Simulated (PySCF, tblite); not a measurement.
**C₂H₅F₂OSi radical, a small gas-phase stand-in for a defect centre (C site with back bonds O[SiH3], F, F): EPR parameters**

Wanted: the EPR parameters for `[CH2]C(F)(F)O[SiH3]`. It is drawn as: carbon radical.

Computed with tblite 0.8.0 and PySCF 2.14.0; each step states its level. No surroundings beyond the atoms listed, unless a continuum is named. Atoms count from 0, parts from 1.

## Step 1: The system as given

11 atoms, charge 0, multiplicity 2; geometry: distance geometry start.

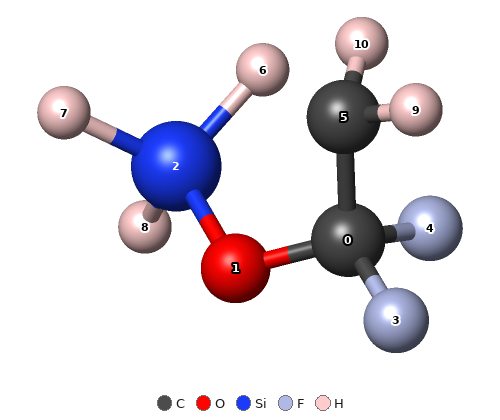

The starting geometry (carbon dark grey, oxygen red, silicon blue, fluorine light blue, hydrogen pink), atoms numbered.

## Step 2: Geometry optimisation with GFN2-xTB

What the job is given:

```
{"job": {"kind": "relax", "xc": "GFN2-xTB", "basis": "xTB"}, "charge": 0, "multiplicity": 2}
C     -0.917046    -0.449943    -0.320696
O      0.196178    -0.202841    -1.080922
Si     1.599393     0.088682    -0.146128
F     -2.058229    -0.664184    -1.062405
F     -0.803583    -1.531370     0.522433
C     -1.152661     0.761083     0.599041
H      1.259007     0.007386     1.282905
H      2.212522     1.410862    -0.400417
H      2.608836    -0.878629    -0.526833
H     -2.239087     0.856885     0.839689
H     -0.652219     0.638101     1.585447
```

With the program's defaults for keys left out, this is: GFN2-xTB geometry optimisation, gas phase.

The run is started by

```bash
OMP_NUM_THREADS=1 python cluster_run.py task.json out
```

One launch serves the whole session: the jobs run in the order shown.

Standard output:

```text
step      E/eV     max force
  0    -599.76878    3.065
  1    -600.02787    1.686
  2    -600.21292    1.160
  3    -600.27839    0.930
  4    -600.39874    0.895
  5    -600.44802    0.616
  6    -600.49564    0.612
  7    -600.52867    0.525
  8    -600.56154    0.457
  9    -600.58432    0.341
 10    -600.59991    0.317
 11    -600.61287    0.288
 12    -600.62495    0.259
 13    -600.63426    0.230
 14    -600.64168    0.233
 15    -600.64857    0.207
 16    -600.65359    0.163
 17    -600.65628    0.130
 18    -600.65805    0.110
 19    -600.65984    0.141
 20    -600.66186    0.139
 21    -600.66362    0.088
 22    -600.66481    0.107
 23    -600.66593    0.109
 24    -600.66749    0.117
 25    -600.66917    0.115
 26    -600.67051    0.116
 27    -600.67148    0.120
 28    -600.67245    0.105
 29    -600.67366    0.112
 30    -600.67517    0.124
 31    -600.67688    0.152
 32    -600.67847    0.139
 33    -600.67979    0.119
 34    -600.68108    0.106
 35    -600.68299    0.127
 36    -600.68602    0.218
 37    -600.69112    0.293
 38    -600.69762    0.312
 39    -600.70417    0.223
 40    -600.70815    0.307
 41    -600.71529    0.288
 42    -600.72171    0.295
 43    -600.73251    0.272
 44    -600.73748    0.177
 45    -600.74135    0.187
 46    -600.74418    0.182
 47    -600.74706    0.195
 48    -600.75097    0.197
 49    -600.75483    0.181
 50    -600.75978    0.181
 51    -600.76492    0.195
 52    -600.76868    0.169
 53    -600.77059    0.136
 54    -600.77181    0.076
 55    -600.77243    0.061
 56    -600.77307    0.069
 57    -600.77374    0.077
 58    -600.77441    0.071
 59    -600.77489    0.059
 60    -600.77526    0.049
 61    -600.77552    0.050
 62    -600.77577    0.048
 63    -600.77612    0.055
 64    -600.77671    0.078
 65    -600.77759    0.100
 66    -600.77847    0.083
 67    -600.77914    0.075
 68    -600.77976    0.080
 69    -600.78045    0.092
 70    -600.78133    0.112
 71    -600.78227    0.087
 72    -600.78290    0.088
 73    -600.78360    0.051
 74    -600.78409    0.054
 75    -600.78462    0.046
 76    -600.78513    0.057
 77    -600.78564    0.047
 78    -600.78611    0.056
 79    -600.78645    0.033
 80    -600.78665    0.039
 81    -600.78681    0.031
 82    -600.78700    0.043
 83    -600.78728    0.048
 84    -600.78773    0.066
 85    -600.78847    0.077
 86    -600.78972    0.107
 87    -600.79169    0.131
 88    -600.79440    0.149
 89    -600.79724    0.127
 90    -600.79951    0.126
 91    -600.80081    0.156
 92    -600.80263    0.145
 93    -600.80434    0.116
 94    -600.80668    0.082
 95    -600.80849    0.101
 96    -600.80969    0.127
 97    -600.81098    0.093
 98    -600.81158    0.076
 99    -600.81188    0.054
100    -600.81104    0.113
101    -600.81208    0.041
102    -600.81214    0.034
103    -600.81220    0.018
104    -600.81223    0.016
105    -600.81228    0.018
106    -600.81231    0.020
107    -600.81234    0.020
108    -600.81239    0.019
109    -600.81246    0.022
110    -600.81253    0.026
111    -600.81258    0.018
112    -600.81261    0.010
113    -600.81262    0.009
114    -600.81263    0.009
115    -600.81264    0.011
116    -600.81266    0.010
117    -600.81267    0.010
118    -600.81268    0.013
119    -600.81270    0.014
120    -600.81273    0.014
121    -600.81276    0.020
122    -600.81283    0.033
123    -600.81296    0.048
124    -600.81321    0.063
125    -600.81360    0.101
126    -600.81433    0.071
127    -600.81487    0.214
128    -600.81282    0.252
129    -600.81576    0.046
130    -600.81572    0.181
131    -600.81619    0.074
132    -600.81642    0.052
133    -600.81695    0.065
134    -600.81717    0.033
135    -600.81692    0.179
136    -600.81753    0.049
137    -600.81772    0.039
138    -600.81698    0.259
139    -600.81817    0.024
140    -600.81834    0.018
141    -600.81645    0.325
142    -600.81852    0.015
143    -600.81864    0.021
144    -600.81783    0.232
145    -600.81883    0.024
146    -600.81894    0.033
147    -600.81893    0.118
148    -600.81913    0.042
149    -600.81920    0.044
150    -600.81934    0.073
151    -600.81943    0.040
152    -600.81956    0.027
153    -600.81966    0.044
154    -600.81975    0.021
155    -600.81987    0.064
156    -600.81995    0.016
157    -600.81985    0.089
158    -600.82002    0.021
159    -600.82005    0.009
160    -600.82008    0.005
```

Wall time 2.7 s (1 thread of Arm Neoverse V1, shared host).

Along the way:

```csv
step,energy from step 0 (eV),largest force (eV/Å)
0,0.0000,3.0644
6,-0.7269,0.6116
12,-0.8562,0.2590
18,-0.8893,0.1096
24,-0.8987,0.1168
30,-0.9064,0.1246
36,-0.9172,0.2182
42,-0.9529,0.2949
48,-0.9822,0.1969
54,-1.0030,0.0767
60,-1.0065,0.0487
66,-1.0097,0.0830
72,-1.0141,0.0872
78,-1.0173,0.0563
84,-1.0190,0.0667
90,-1.0307,0.1254
96,-1.0409,0.1272
102,-1.0434,0.0332
108,-1.0436,0.0186
114,-1.0439,0.0087
120,-1.0439,0.0146
126,-1.0456,0.0709
132,-1.0476,0.0524
138,-1.0482,0.2585
144,-1.0490,0.2312
150,-1.0506,0.0726
156,-1.0512,0.0164
160,-1.0513,0.0057
```

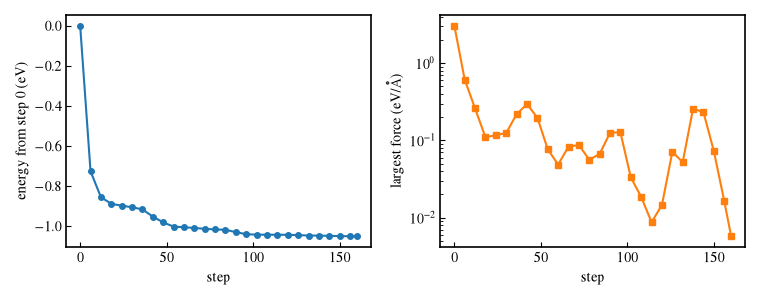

Energy and largest force along the relaxation.

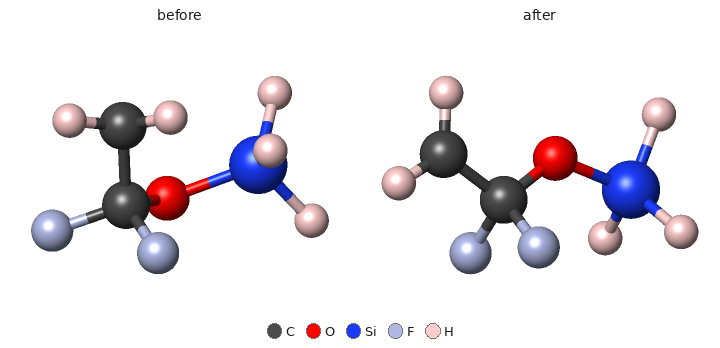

The geometry before (left) and after (right).

Distances of close pairs at the start and the end, largest changes first:

```csv
bond,before (Å),after (Å),change (Å)
C0–C5,1.539,1.471,-0.068
O1–Si2,1.711,1.661,-0.050
C0–O1,1.371,1.321,-0.050
C5–H9,1.117,1.071,-0.046
C5–H10,1.113,1.070,-0.043
Si2–H7,1.479,1.454,-0.026
C0–F4,1.376,1.390,+0.014
Si2–H6,1.471,1.460,-0.011
```

## Step 3: Geometry optimisation at PBE0-D3(BJ)/def2-SVP

What the job is given:

```
{"job": {"xc": "PBE0", "basis": "def2-SVP", "d3": "d3bj", "grid": 2, "kind": "geom", "shake": 0.01}, "charge": 0, "multiplicity": 2}
C     -0.727845    -0.231089     0.112009
O      0.360526     0.494102     0.025861
Si     1.858151    -0.048362    -0.400756
F     -0.973700    -0.852578    -1.095391
F     -0.588561    -1.290989     0.958655
C     -1.925777     0.589152     0.509681
H      2.311699    -1.069561     0.560934
H      2.566198     1.241161    -0.260871
H      1.836114    -0.574932    -1.730772
H     -2.875093     0.092881     0.592865
H     -1.809027     1.621714     0.738083
```

Standard output:

```text
step   0  E = -642.75003980  max force = 0.045518
step   1  E = -642.75668908  max force = 0.013358
step   2  E = -642.75706435  max force = 0.003578
step   3  E = -642.75711468  max force = 0.001839
step   4  E = -642.75712476  max force = 0.000736
step   5  E = -642.75713303  max force = 0.000449
optimisation converged
```

Run time: 58 s. Hardware: 1 thread of Arm Neoverse V1, shared host; peak memory 0.6 GiB.

Relaxation path:

```csv
step,energy from step 0 (eV),largest force component (eV/Å)
0,0.0000,2.3406
1,-0.1809,0.6869
2,-0.1911,0.1840
3,-0.1925,0.0946
4,-0.1928,0.0378
5,-0.1930,0.0231
```

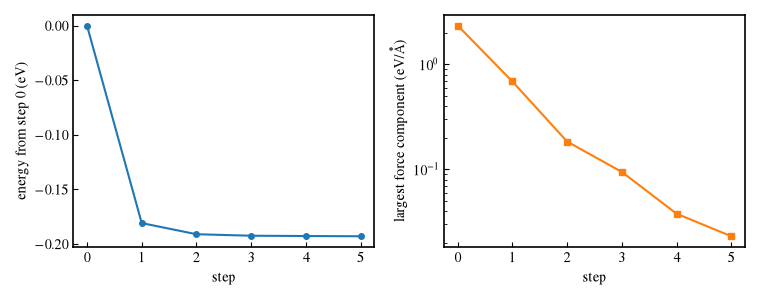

Energy and force, step by step.

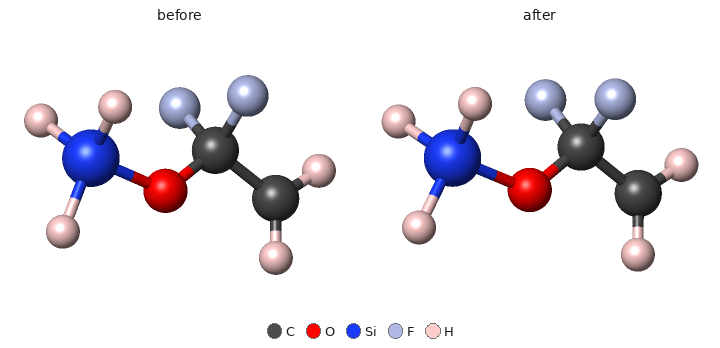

The geometry before (left) and after (right).

Close pairs (by a distance rule), those that changed most:

```csv
bond,before (Å),after (Å),change (Å)
Si2–H8,1.431,1.488,+0.057
O1–Si2,1.649,1.697,+0.049
C0–O1,1.311,1.348,+0.037
C0–C5,1.505,1.480,-0.025
C5–H10,1.064,1.089,+0.025
C5–H9,1.074,1.090,+0.016
Si2–H6,1.474,1.489,+0.014
C0–F3,1.380,1.366,-0.014
```

The end geometry stands in the next job.

```csv
at the end point,value
point group (found at 0.08 Å tolerance),C1
"rotational constants (GHz, main isotopes)","5.195, 1.920, 1.898"
dipole moment (D),1.07
⟨S²⟩,0.754
```

## Step 4: g tensor and hyperfine couplings: B3LYP/IGLO-III+pcH-1

What the job is given:

```
{"job": {"kind": "epr"}, "charge": 0, "multiplicity": 2}
C     -0.774604    -0.245457     0.149074
O      0.326481     0.524735     0.043757
Si     1.878830    -0.005200    -0.393117
F     -0.957244    -0.957099    -1.002798
F     -0.582871    -1.201300     1.103863
C     -1.981374     0.554262     0.456595
H      2.346682    -1.071308     0.534494
H      2.718726     1.212957    -0.266315
H      1.885046    -0.503819    -1.795206
H     -2.942471     0.044047     0.523808
H     -1.883764     1.620551     0.655014
```

With the program's defaults for keys left out, this is: UKS B3LYP, IGLO-III on C F O Si, pcH-1 on H, non-relativistic, mean-field spin-orbit, GIAO.

Standard output:

```text
UKS, coarse grid
  cycle   1  E = -643.62163349  |g| = 7.33e-01
  cycle   2  E = -643.37555393  |g| = 1.16e+00
  cycle   3  E = -643.78657925  |g| = 7.05e-02
  cycle   4  E = -643.78770613  |g| = 5.15e-02
  cycle   5  E = -643.78855843  |g| = 1.30e-02
  cycle   6  E = -643.78861214  |g| = 3.09e-03
  cycle   7  E = -643.78861657  |g| = 9.71e-04
UKS, final grid
  cycle   1  E = -643.78861375  |g| = 8.96e-04
  cycle   2  E = -643.78861366  |g| = 1.11e-03
  cycle   3  E = -643.78861413  |g| = 2.00e-04
  cycle   4  E = -643.78861414  |g| = 7.07e-05
  cycle   5  E = -643.78861415  |g| = 2.87e-05
E = -643.78861415 Eh   <S^2> = 0.7537 (exact 0.7500)
g shifts (ppm)      1          2          3
  rmc          -162       -162       -162
  gc             44         24         51
  oz_so         -66        129        593
  total        -185        -10        481
hyperfine (MHz)  atom isotope    a_iso     a_fc   dipolar eigenvalues
    0   13C     -37.51     -37.52     -2.91      1.09      1.82
    1   17O       0.98       0.98     -4.23      1.23      3.00
    2  29Si       1.43       1.43     -0.17      0.05      0.13
    3   19F     100.80     100.71    -59.45    -56.31    115.76
    4   19F     125.58     125.45    -70.14    -66.85    136.99
    5   13C      85.68      85.85    -81.91    -81.24    163.15
    6    1H       0.44       0.44     -0.84     -0.81      1.65
    7    1H      -0.05      -0.05     -0.75     -0.70      1.45
    8    1H       0.48       0.48     -0.84     -0.83      1.67
    9    1H     -65.50     -65.51    -38.77     -1.88     40.64
   10    1H     -68.56     -68.56    -39.16     -1.29     40.45
```

It took 59 s on 1 thread of Arm Neoverse V1, shared host; peak memory 0.99 GiB.

Principal g values 2.00213, 2.00231, 2.00280; g(iso) = 2.00241, against 2.00232 for a free electron.

Hyperfine couplings, nucleus by nucleus at this fixed geometry (no averaging over rotations):

```csv
nuclei,isotope,a(iso) (MHz),"a(iso) (G, at g = 2.0023)",largest dipolar term (MHz)
F4,19F,125.6,44.8,137.0
F3,19F,100.8,36.0,115.8
C5,13C,85.7,30.6,163.1
H10,1H,-68.6,-24.5,40.4
H9,1H,-65.5,-23.4,40.6
C0,13C,-37.5,-13.4,-2.9
Si2,29Si,1.4,0.5,-0.2
O1,17O,1.0,0.3,-4.2
H8,1H,0.5,0.2,1.7
H6,1H,0.4,0.2,1.6
H7,1H,-0.1,0.0,1.5
```

Mulliken spin populations:

```csv
atom,value (e)
C0,-0.04
O1,0.01
Si2,0.00
F3,0.02
F4,0.02
C5,1.09
H6,0.00
H7,0.00
H8,0.00
H9,-0.05
H10,-0.05
```

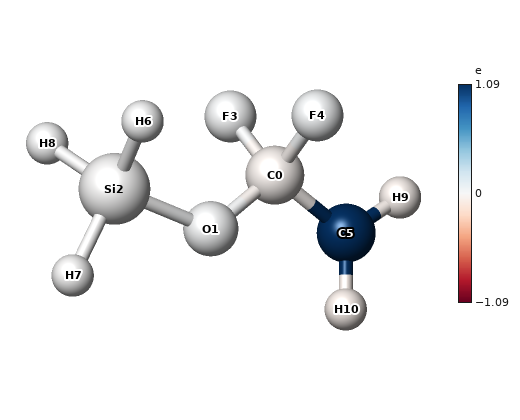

Mulliken spin populations, as colours on the atoms.

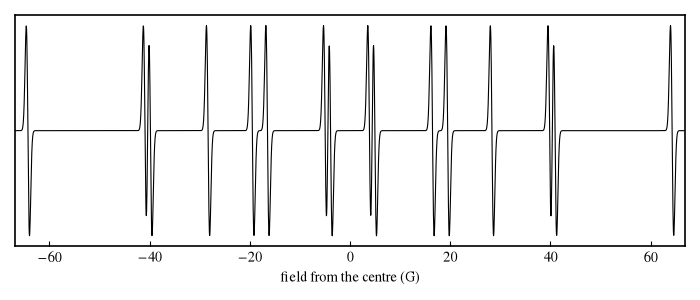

First-order isotropic spectrum (first derivative, main isotopes with spin only, couplings over 0.8 MHz, Gaussian width 0.3 G; couplings of the frozen geometry, rotation of groups not averaged beyond the rows shown).

## Step 5: EPR parameters: BHandHLYP/IGLO-III+pcH-1

Same as in step 4 but for these lines:

```diff
@@ -1,2 +1,2 @@
-{"job": {"kind": "epr"}, "charge": 0, "multiplicity": 2}
+{"job": {"kind": "epr", "xc": "BHandHLYP"}, "charge": 0, "multiplicity": 2}
 C     -0.774604    -0.245457     0.149074
```

Level: UKS BHandHLYP, IGLO-III on C F O Si, pcH-1 on H, non-relativistic, mean-field spin-orbit, GIAO.

Standard output:

```text
UKS, coarse grid
  cycle   1  E = -643.44838305  |g| = 6.78e-01
  cycle   2  E = -643.43289847  |g| = 7.62e-01
  cycle   3  E = -643.60526018  |g| = 3.44e-02
  cycle   4  E = -643.60586943  |g| = 1.75e-02
  cycle   5  E = -643.60600036  |g| = 6.88e-03
  cycle   6  E = -643.60602284  |g| = 2.78e-03
  cycle   7  E = -643.60602839  |g| = 9.66e-04
UKS, final grid
  cycle   1  E = -643.60602516  |g| = 7.81e-04
  cycle   2  E = -643.60602529  |g| = 8.02e-04
  cycle   3  E = -643.60602548  |g| = 1.51e-04
  cycle   4  E = -643.60602551  |g| = 9.88e-05
  cycle   5  E = -643.60602552  |g| = 1.21e-05
E = -643.60602552 Eh   <S^2> = 0.7551 (exact 0.7500)
g shifts (ppm)      1          2          3
  rmc          -160       -160       -160
  gc             43         22         51
  oz_so        -119         15        558
  total        -236       -123        449
hyperfine (MHz)  atom isotope    a_iso     a_fc   dipolar eigenvalues
    0   13C     -45.13     -45.14     -2.40      0.93      1.48
    1   17O       0.34       0.35     -3.29      0.72      2.57
    2  29Si       1.41       1.41     -0.17      0.05      0.11
    3   19F     112.49     112.43    -53.83    -51.10    104.93
    4   19F     140.08     140.00    -63.71    -60.82    124.54
    5   13C     112.33     112.51    -81.64    -80.61    162.25
    6    1H       0.16       0.16     -0.82     -0.80      1.62
    7    1H      -0.04      -0.04     -0.74     -0.69      1.42
    8    1H       0.19       0.19     -0.83     -0.82      1.65
    9    1H     -76.91     -76.91    -39.88     -2.01     41.89
   10    1H     -81.11     -81.11    -40.29     -1.42     41.71
```

Wall time 66 s (1 thread of Arm Neoverse V1, shared host); peak memory 0.99 GiB.

In short: g(iso) 2.00235.

## Step 6: Comparing the runs: EPR parameters

g, ⟨S²⟩ and isotropic hyperfine couplings (MHz), with basis size and wall time:

```csv
run,g(iso),⟨S²⟩,19F F4,19F F3,13C C5,1H H10,1H H9,functions,time
B3LYP/IGLO-III+pcH-1,2.00241,0.754,125.6,100.8,85.7,-68.6,-65.5,269,59 s
BHandHLYP/IGLO-III+pcH-1,2.00235,0.755,140.1,112.5,112.3,-81.1,-76.9,269,66 s
```

## Step 7: What came out

```
                            quantity                 value
                         point group                    C1
rotational constants (main isotopes)  5.20, 1.92, 1.90 GHz
                      g(iso) (B3LYP)               2.00241
                                ⟨S²⟩    0.754 (exact 0.75)
                      largest a(iso)  19F on F4, 125.6 MHz
```

In words: The start of the PBE0/def2-SVP relaxation was shaken at random by about 0.01 Å, so part of the energy gained, and of the first lengths quoted, undoes that. Relaxing lowered the energy by 0.193 eV in 5 steps; the close pair that moved most is Si2–H8, from 1.431 to 1.488 Å (PBE0/def2-SVP). Most of the unpaired spin sits on C5 (1.09 e). The isotropic g lies 0.1 ppt above the free-electron value. The coupling of 19F on F4 runs from 125.6 (B3LYP/IGLO-III+pcH-1) to 140.1 MHz (BHandHLYP/IGLO-III+pcH-1). A capped cluster stands for the solid here, so long-range fields and strain are missing, and bands or shifts of the capping hydrogens have no counterpart in it.
